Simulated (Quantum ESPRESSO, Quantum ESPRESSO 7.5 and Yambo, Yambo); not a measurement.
# A GW chain in Yambo: BaTiO3 (P4mm)

Aim: the G0W0 gap of BaTiO3 (P4mm) on PBE, step by step.

Main program and level: Quantum ESPRESSO 7.5 and Yambo 5.3.0; PBE and many-body steps on it, plane waves.

**1. The structure**

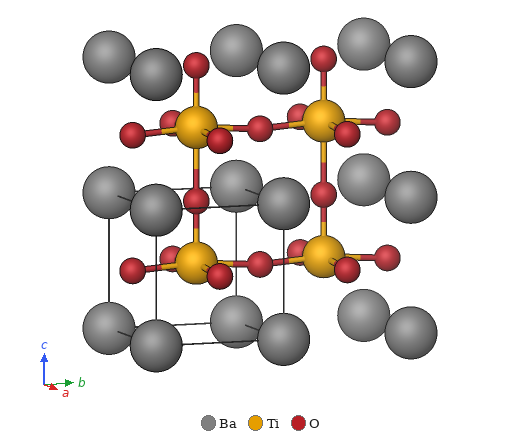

The starting structure, seen slightly off an axis (barium grey, titanium orange, oxygen red). 1×2×2 cells are drawn. Some periodic images of atoms are drawn too.

The cell and positions come from the Crystallography Open Database and are kept as given unless a step says otherwise. Spin-orbit coupling is left out unless a step names it.

**2. Ground state**

This step: Quantum ESPRESSO 7.5; DFT, PBE, plane waves, norm-conserving pseudopotentials.

The ground-state density comes first.

pw.in

```
&control
  calculation = 'scf'
  prefix = 'x'
  outdir = 'o'
  pseudo_dir = 'pseudo'
/
&system
  ibrav = 0
  nat = 5
  ntyp = 3
  ecutwfc = 76.0
  nbnd = 26
  force_symmorphic = .true.
/
&electrons
  conv_thr = 1e-10
  electron_maxstep = 80
  mixing_beta = 0.5
/
ATOMIC_SPECIES
  Ba 137.33 Ba.upf
  Ti 47.867 Ti.upf
  O 15.999 O.upf
CELL_PARAMETERS angstrom
  3.9904800000 0.0000000000 0.0000000000
  0.0000000000 3.9904800000 0.0000000000
  0.0000000000 0.0000000000 4.0230300000
ATOMIC_POSITIONS crystal
  Ba 0.0000000000 0.0000000000 0.0000000000
  Ti 0.5000000000 0.5000000000 0.5220000000
  O 0.5000000000 0.5000000000 0.9790000000
  O 0.5000000000 0.0000000000 0.4880000000
  O 0.0000000000 0.5000000000 0.4880000000
K_POINTS automatic
  6 6 6 0 0 0
```

Command:

```bash
$ OMP_NUM_THREADS=1 mpirun -n 4 pw.x -nk 4 -in pw.in > pw.out
```

Log:

```text
Program PWSCF v.7.5 starts

     This program is part of the open-source Quantum ESPRESSO suite
     for quantum simulation of materials; please cite
         "P. Giannozzi et al., J. Phys.:Condens. Matter 21 395502 (2009);
         "P. Giannozzi et al., J. Phys.:Condens. Matter 29 465901 (2017);
         "P. Giannozzi et al., J. Chem. Phys. 152 154105 (2020);
     in publications or presentations arising from this work. More details at
     Message from routine setup:
     using ibrav=0 with symmetry is DISCOURAGED, use correct ibrav instead

     G-vector sticks info

     bravais-lattice index     =            0
     lattice parameter (alat)  =       7.5409  a.u.
     unit-cell volume          =     432.3148 (a.u.)^3
     number of atoms/cell      =            5
     number of atomic types    =            3
     number of electrons       =        40.00
     number of Kohn-Sham states=           26
     kinetic-energy cutoff     =      76.0000  Ry
     charge density cutoff     =     304.0000  Ry
     scf convergence threshold =      1.0E-10
     mixing beta               =       0.5000
     number of iterations used =            8  plain     mixing
     Exchange-correlation= PBE
                           (   1   4   3   4   0   0   0)

     celldm(1)=   7.540914  celldm(2)=   0.000000  celldm(3)=   0.000000
     celldm(4)=   0.000000  celldm(5)=   0.000000  celldm(6)=   0.000000

     crystal axes: (cart. coord. in units of alat)
               a(1) = (   1.000000   0.000000   0.000000 )
               a(2) = (   0.000000   1.000000   0.000000 )
               a(3) = (   0.000000   0.000000   1.008157 )

     reciprocal axes: (cart. coord. in units 2 pi/alat)
               b(1) = (  1.000000  0.000000  0.000000 )
               b(2) = (  0.000000  1.000000  0.000000 )
               b(3) = (  0.000000  0.000000  0.991909 )
     Pseudo is Norm-conserving + core correction, Zval = 10.0
     Generated using ONCVPSP code by D. R. Hamann
     Using radial grid of 1958 points,  6 beta functions with:
     Pseudo is Norm-conserving + core correction, Zval = 12.0
     Generated using ONCVPSP code by D. R. Hamann
     Using radial grid of 1586 points,  6 beta functions with:
     Pseudo is Norm-conserving + core correction, Zval =  6.0
     Generated using ONCVPSP code by D. R. Hamann
     Using radial grid of  936 points,  5 beta functions with:
     Ba               10.00   137.33000     Ba( 1.00)
     Ti               12.00    47.86700     Ti( 1.00)
     O                 6.00    15.99900     O ( 1.00)

      8 Sym. Ops. (no inversion) found

   Cartesian axes

     site n.     atom                  positions (alat units)
         1        Ba     tau(   1) = (   0.0000000   0.0000000   0.0000000  )
         2        Ti     tau(   2) = (   0.5000000   0.5000000   0.5262579  )
         3        O      tau(   3) = (   0.5000000   0.5000000   0.9869856  )
         4        O      tau(   4) = (   0.5000000   0.0000000   0.4919806  )
         5        O      tau(   5) = (   0.0000000   0.5000000   0.4919806  )

     number of k points=    40
                       cart. coord. in units 2pi/alat
        k(    1) = (   0.0000000   0.0000000   0.0000000), wk =   0.0092593
        k(    2) = (   0.0000000   0.0000000   0.1653182), wk =   0.0185185
        k(    3) = (   0.0000000   0.0000000   0.3306364), wk =   0.0185185
        k(    4) = (   0.0000000   0.0000000  -0.4959545), wk =   0.0092593
        k(    5) = (   0.0000000   0.1666667   0.0000000), wk =   0.0370370
        k(    6) = (   0.0000000   0.1666667   0.1653182), wk =   0.0740741
        k(    7) = (   0.0000000   0.1666667   0.3306364), wk =   0.0740741
        k(    8) = (   0.0000000   0.1666667  -0.4959545), wk =   0.0370370
        k(    9) = (   0.0000000   0.3333333   0.0000000), wk =   0.0370370
        k(   10) = (   0.0000000   0.3333333   0.1653182), wk =   0.0740741
     [... 28 further rows ...]
        k(   39) = (  -0.5000000  -0.5000000   0.3306364), wk =   0.0185185
        k(   40) = (  -0.5000000  -0.5000000  -0.4959545), wk =   0.0092593

     Dense  grid:    38715 G-vectors     FFT dimensions: (  45,  45,  45)

     Initial potential from superposition of free atoms

     starting charge      39.9818, renormalised to      40.0000
     Starting wfcs are   27 randomized atomic wfcs

     per-process dynamical memory:    48.6 Mb

     Self-consistent Calculation

     iteration #  1     ecut=    76.00 Ry     beta= 0.50

     total energy              =    -273.98384653 Ry
     estimated scf accuracy    <       1.90794812 Ry

     iteration #  2     ecut=    76.00 Ry     beta= 0.50

     total energy              =    -273.54657311 Ry
     estimated scf accuracy    <       6.25092423 Ry

     iteration #  3     ecut=    76.00 Ry     beta= 0.50

     total energy              =    -274.78720891 Ry
     estimated scf accuracy    <       0.32165647 Ry

     iteration #  4     ecut=    76.00 Ry     beta= 0.50

     total energy              =    -274.73758391 Ry
     estimated scf accuracy    <       0.13472558 Ry

     iteration #  5     ecut=    76.00 Ry     beta= 0.50

     total energy              =    -274.77269913 Ry
     estimated scf accuracy    <       0.01702846 Ry

     iteration #  6     ecut=    76.00 Ry     beta= 0.50

     total energy              =    -274.77112489 Ry
     estimated scf accuracy    <       0.00718420 Ry

     iteration #  7     ecut=    76.00 Ry     beta= 0.50

     total energy              =    -274.77180281 Ry
     estimated scf accuracy    <       0.00022307 Ry

     iteration #  8     ecut=    76.00 Ry     beta= 0.50

     total energy              =    -274.77189274 Ry
     estimated scf accuracy    <       0.00014884 Ry

     iteration #  9     ecut=    76.00 Ry     beta= 0.50

     total energy              =    -274.77188818 Ry
     estimated scf accuracy    <       0.00003185 Ry

     iteration # 10     ecut=    76.00 Ry     beta= 0.50

     total energy              =    -274.77189374 Ry
     estimated scf accuracy    <       0.00000009 Ry

     iteration # 11     ecut=    76.00 Ry     beta= 0.50

     total energy              =    -274.77189381 Ry
     estimated scf accuracy    <       0.00000002 Ry

     iteration # 12     ecut=    76.00 Ry     beta= 0.50

     total energy              =    -274.77189381 Ry
     estimated scf accuracy    <          6.2E-09 Ry

     iteration # 13     ecut=    76.00 Ry     beta= 0.50

     total energy              =    -274.77189381 Ry
     estimated scf accuracy    <          1.8E-10 Ry

     iteration # 14     ecut=    76.00 Ry     beta= 0.50

     End of self-consistent calculation

          k = 0.0000 0.0000 0.0000 (  4865 PWs)   bands (ev):

   -45.9925 -22.3010 -22.2285 -22.2285 -14.3723  -6.4094  -5.7860  -5.6652
     0.4622   0.4622   0.4637   8.1227   8.1499   8.1499   9.0900   9.0900
     9.3147  10.0485  10.1251  10.1251  12.3468  12.7141  12.7141  14.6184
    14.8180  15.4484

          k = 0.0000 0.0000 0.1653 (  4845 PWs)   bands (ev):

   -45.9923 -22.3136 -22.2280 -22.2280 -14.3443  -6.4073  -5.7869  -5.6569
     0.5000   0.5000   0.5770   7.6574   8.0682   8.0682   8.8412   8.8412
     9.0905   9.5622  10.0357  10.0357  12.3834  13.1148  13.1148  14.6163
    15.4169  15.9390

          k = 0.0000 0.0000 0.3306 (  4857 PWs)   bands (ev):

   -45.9918 -22.3386 -22.2270 -22.2270 -14.2872  -6.5074  -5.6651  -5.6402
     0.5785   0.5785   0.8004   6.7828   7.8325   7.8325   8.5249   8.5249
     8.7025   8.8491   9.8640   9.8640  12.4590  13.8358  13.8358  14.6165
    16.3151  17.2705

          k = 0.0000 0.0000-0.4960 (  4846 PWs)   bands (ev):

     [... further k-points ...]

     highest occupied, lowest unoccupied level (ev):    10.4956   12.3468

!    total energy              =    -274.77189381 Ry
     estimated scf accuracy    <          4.3E-12 Ry

     The total energy is the sum of the following terms:
     one-electron contribution =     -71.55855308 Ry
     hartree contribution      =      59.90755852 Ry
     xc contribution           =     -56.13573830 Ry
     ewald contribution        =    -206.98516095 Ry

     convergence has been achieved in  14 iterations

     XML data file, charge density, pseudopotentials, collected wavefunctions

=------------------------------------------------------------------------------=
   JOB DONE.
=------------------------------------------------------------------------------=
```

Wall time 29 s (4 MPI ranks of Arm Neoverse V1, shared host); peak memory 0.37 GiB.

Numbers from this step:

* total energy: -3738.4621 eV
* gap: 1.851 eV
* k of the valence top: -0.5, -0.5, -0.5
* k of the conduction bottom: 0, 0, 0
* least direct gap: 2.222 eV

The gap is indirect, with the least direct gap 0.37 eV higher.

**3. Bands along the symmetry lines**

Levels along a band path, at the cheap level, show where the edges lie and whether the meshes to come will hold them.

pw.in

```
&control
  calculation = 'bands'
  prefix = 'x'
  outdir = 'o'
  pseudo_dir = 'pseudo'
/
&system
  ibrav = 0
  nat = 5
  ntyp = 3
  ecutwfc = 76.0
  nbnd = 26
  force_symmorphic = .true.
/
&electrons
  conv_thr = 1e-9
  electron_maxstep = 80
  diago_full_acc = .true.
  diago_thr_init = 5e-6
/
ATOMIC_SPECIES
  Ba 137.33 Ba.upf
  Ti 47.867 Ti.upf
  O 15.999 O.upf
CELL_PARAMETERS angstrom
  3.9904800000 0.0000000000 0.0000000000
  0.0000000000 3.9904800000 0.0000000000
  0.0000000000 0.0000000000 4.0230300000
ATOMIC_POSITIONS crystal
  Ba 0.0000000000 0.0000000000 0.0000000000
  Ti 0.5000000000 0.5000000000 0.5220000000
  O 0.5000000000 0.5000000000 0.9790000000
  O 0.5000000000 0.0000000000 0.4880000000
  O 0.0000000000 0.5000000000 0.4880000000
K_POINTS crystal
  75
  0.00000000 0.00000000 0.00000000 1
  0.00000000 0.06250000 0.00000000 1
  0.00000000 0.12500000 0.00000000 1
  0.00000000 0.18750000 0.00000000 1
  0.00000000 0.25000000 0.00000000 1
  0.00000000 0.31250000 0.00000000 1
  0.00000000 0.37500000 0.00000000 1
  0.00000000 0.43750000 0.00000000 1
  0.00000000 0.50000000 0.00000000 1
  0.06250000 0.50000000 0.00000000 1
  0.12500000 0.50000000 0.00000000 1
  0.18750000 0.50000000 0.00000000 1
  0.25000000 0.50000000 0.00000000 1
  0.31250000 0.50000000 0.00000000 1
  0.37500000 0.50000000 0.00000000 1
  0.43750000 0.50000000 0.00000000 1
  0.50000000 0.50000000 0.00000000 1
  0.43750000 0.43750000 0.00000000 1
  0.37500000 0.37500000 0.00000000 1
  0.31250000 0.31250000 0.00000000 1
  0.25000000 0.25000000 0.00000000 1
  0.18750000 0.18750000 0.00000000 1
  0.12500000 0.12500000 0.00000000 1
  0.06250000 0.06250000 0.00000000 1
  0.00000000 0.00000000 0.00000000 1
  0.00000000 0.00000000 0.06250000 1
  0.00000000 0.00000000 0.12500000 1
  0.00000000 0.00000000 0.18750000 1
  0.00000000 0.00000000 0.25000000 1
  0.00000000 0.00000000 0.31250000 1
  0.00000000 0.00000000 0.37500000 1
  0.00000000 0.00000000 0.43750000 1
  0.00000000 0.00000000 0.50000000 1
  0.00000000 0.06250000 0.50000000 1
  0.00000000 0.12500000 0.50000000 1
  0.00000000 0.18750000 0.50000000 1
  0.00000000 0.25000000 0.50000000 1
  0.00000000 0.31250000 0.50000000 1
  0.00000000 0.37500000 0.50000000 1
  0.00000000 0.43750000 0.50000000 1
  0.00000000 0.50000000 0.50000000 1
  0.06250000 0.50000000 0.50000000 1
  0.12500000 0.50000000 0.50000000 1
  0.18750000 0.50000000 0.50000000 1
  0.25000000 0.50000000 0.50000000 1
  0.31250000 0.50000000 0.50000000 1
  0.37500000 0.50000000 0.50000000 1
  0.43750000 0.50000000 0.50000000 1
  0.50000000 0.50000000 0.50000000 1
  0.43750000 0.43750000 0.50000000 1
  0.37500000 0.37500000 0.50000000 1
  0.31250000 0.31250000 0.50000000 1
  0.25000000 0.25000000 0.50000000 1
  0.18750000 0.18750000 0.50000000 1
  0.12500000 0.12500000 0.50000000 1
  0.06250000 0.06250000 0.50000000 1
  0.00000000 0.00000000 0.50000000 1
  0.00000000 0.50000000 0.00000000 1
  0.00000000 0.50000000 0.06250000 1
  0.00000000 0.50000000 0.12500000 1
  0.00000000 0.50000000 0.18750000 1
  0.00000000 0.50000000 0.25000000 1
  0.00000000 0.50000000 0.31250000 1
  0.00000000 0.50000000 0.37500000 1
  0.00000000 0.50000000 0.43750000 1
  0.00000000 0.50000000 0.50000000 1
  0.50000000 0.50000000 0.00000000 1
  0.50000000 0.50000000 0.06250000 1
  0.50000000 0.50000000 0.12500000 1
  0.50000000 0.50000000 0.18750000 1
  0.50000000 0.50000000 0.25000000 1
  0.50000000 0.50000000 0.31250000 1
  0.50000000 0.50000000 0.37500000 1
  0.50000000 0.50000000 0.43750000 1
  0.50000000 0.50000000 0.50000000 1
```

Log:

```text
[banner, memory and clock lines left out]
Program PWSCF v.7.5 starts

     Atomic positions and unit cell read from directory:
     o/x.save/

     Message from routine setup:
     using ibrav=0 with symmetry is DISCOURAGED, use correct ibrav instead

     G-vector sticks info

     bravais-lattice index     =            0
     lattice parameter (alat)  =       7.5409  a.u.
     unit-cell volume          =     432.3148 (a.u.)^3
     number of atoms/cell      =            5
     number of atomic types    =            3
     number of electrons       =        40.00
     number of Kohn-Sham states=           26
     kinetic-energy cutoff     =      76.0000  Ry
     charge density cutoff     =     304.0000  Ry
     Exchange-correlation= PBE
                           (   1   4   3   4   0   0   0)

     celldm(1)=   7.540914  celldm(2)=   0.000000  celldm(3)=   0.000000
     celldm(4)=   0.000000  celldm(5)=   0.000000  celldm(6)=   0.000000

     crystal axes: (cart. coord. in units of alat)
               a(1) = (   1.000000   0.000000   0.000000 )
               a(2) = (   0.000000   1.000000   0.000000 )
               a(3) = (   0.000000   0.000000   1.008157 )

     reciprocal axes: (cart. coord. in units 2 pi/alat)
               b(1) = (  1.000000  0.000000  0.000000 )
               b(2) = (  0.000000  1.000000  0.000000 )
               b(3) = (  0.000000  0.000000  0.991909 )
     Pseudo is Norm-conserving + core correction, Zval = 10.0
     Generated using ONCVPSP code by D. R. Hamann
     Using radial grid of 1958 points,  6 beta functions with:
     Pseudo is Norm-conserving + core correction, Zval = 12.0
     Generated using ONCVPSP code by D. R. Hamann
     Using radial grid of 1586 points,  6 beta functions with:
     Pseudo is Norm-conserving + core correction, Zval =  6.0
     Generated using ONCVPSP code by D. R. Hamann
     Using radial grid of  936 points,  5 beta functions with:
     Ba               10.00   137.33000     Ba( 1.00)
     Ti               12.00    47.86700     Ti( 1.00)
     O                 6.00    15.99900     O ( 1.00)

      8 Sym. Ops. (no inversion) found

   Cartesian axes

     site n.     atom                  positions (alat units)
         1        Ba     tau(   1) = (   0.0000000   0.0000000   0.0000000  )
         2        Ti     tau(   2) = (   0.5000000   0.5000000   0.5262579  )
         3        O      tau(   3) = (   0.5000000   0.5000000   0.9869856  )
         4        O      tau(   4) = (   0.5000000   0.0000000   0.4919806  )
         5        O      tau(   5) = (   0.0000000   0.5000000   0.4919806  )

     number of k points=    75
                       cart. coord. in units 2pi/alat
        k(    1) = (   0.0000000   0.0000000   0.0000000), wk =   0.0266667
        k(    2) = (   0.0000000   0.0625000   0.0000000), wk =   0.0266667
        k(    3) = (   0.0000000   0.1250000   0.0000000), wk =   0.0266667
[...]
[... 63 further rows ...]
        k(   74) = (   0.5000000   0.5000000   0.4339602), wk =   0.0266667
        k(   75) = (   0.5000000   0.5000000   0.4959545), wk =   0.0266667

     Dense  grid:    38715 G-vectors     FFT dimensions: (  45,  45,  45)

     The potential is recalculated from file :
     o/x.save/charge-density

     Starting wfcs are   27 randomized atomic wfcs

     Band Structure Calculation

     End of band structure calculation

          k = 0.0000 0.0000 0.0000 (  4865 PWs)   bands (ev):

   -45.9925 -22.3010 -22.2284 -22.2284 -14.3723  -6.4094  -5.7860  -5.6652
     0.4622   0.4622   0.4637   8.1227   8.1499   8.1499   9.0900   9.0900
     9.3147  10.0485  10.1251  10.1251  12.3468  12.7142  12.7142  14.6184
    14.8180  15.4484

          k = 0.0000 0.0625 0.0000 (  4869 PWs)   bands (ev):

[...]
14.8634  15.5266

          k = 0.0000 0.1250 0.0000 (  4855 PWs)   bands (ev):

[...]
15.1080  15.7497

[...]
k = 0.5000 0.5000 0.4340 (  4804 PWs)   bands (ev):

[...]
17.3240  18.2105

          k = 0.5000 0.5000 0.4960 (  4800 PWs)   bands (ev):

[...]
-0.2693  -0.2693  -0.2082   5.9980   6.6223   6.7008   7.9988   7.9988
     8.0739  10.3196  10.3196  10.4956  14.7433  14.7552  14.7552  16.9680
    17.2275  17.2280

     XML data file, pseudopotentials, collected wavefunctions
```

It took 13 s on 4 MPI ranks; peak memory 0.27 GiB; 51 s of CPU time.

This step gave:

```
gap                        : 1.851 eV
k of the valence top       : 0.5, 0.5, 0.5
k of the conduction bottom : 0, 0, 0
least direct gap           : 2.222 eV
```

The gap is 1.851 eV, as in the run before at this level.

Electronic bands along the path, in eV, zero at the top of the highest filled band:

| point | band 17 | band 18 | band 19 | band 20 | band 21 | band 22 | band 23 | band 24 |
| --- | --- | --- | --- | --- | --- | --- | --- | --- |
| Γ | -1.18 | -0.45 | -0.37 | -0.37 | 1.85 | 2.22 | 2.22 | 4.12 |
| X | -1.84 | -1.67 | -1.13 | -0.97 | 2.34 | 3.57 | 3.64 | 4.24 |
| M | -1.83 | -1.08 | -1.08 | -0.07 | 3.66 | 3.66 | 4.02 | 4.77 |
| Γ | -1.18 | -0.45 | -0.37 | -0.37 | 1.85 | 2.22 | 2.22 | 4.12 |
| Z | -1.97 | -1.94 | -0.71 | -0.71 | 2.00 | 3.68 | 3.68 | 4.12 |
| R | -1.75 | -0.92 | -0.89 | -0.25 | 3.60 | 3.70 | 4.02 | 4.96 |
| A | -2.42 | -0.18 | -0.18 | 0.00 | 4.25 | 4.26 | 4.26 | 6.47 |
| Z | -1.97 | -1.94 | -0.71 | -0.71 | 2.00 | 3.68 | 3.68 | 4.12 |
| jump to X | -1.84 | -1.67 | -1.13 | -0.97 | 2.34 | 3.57 | 3.64 | 4.24 |
| R | -1.75 | -0.92 | -0.89 | -0.25 | 3.60 | 3.70 | 4.02 | 4.96 |
| jump to M | -1.83 | -1.08 | -1.08 | -0.07 | 3.66 | 3.66 | 4.02 | 4.77 |
| A | -2.42 | -0.18 | -0.18 | 0.00 | 4.25 | 4.26 | 4.26 | 6.47 |

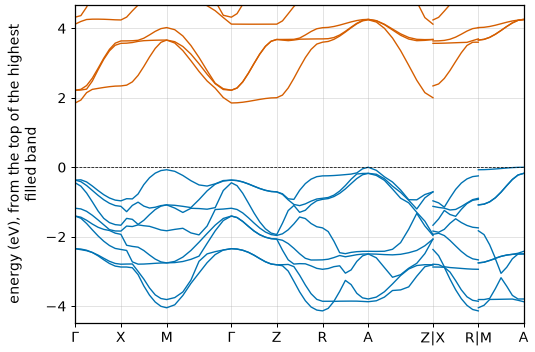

Electronic bands along the path; lines of filled and empty bands in two colours.

(Continued in part 2 of 3.)

[Paths, hosts, dates, memory and timing lines, banners, echoed tables and standing remarks are left out of the program output.]

[Logs are printed without paths, hosts, clocks, repeated set-up lines and the standing remarks that a program may print on its own settings, such as how far it seeks lower states.]

[Runs of the session that timed out or met a known fault of the program may be left out.]

[Hosts, paths, dates, database ids (printed as entryN), source tags and the programs' standing remarks are cut or masked in the printed files.]
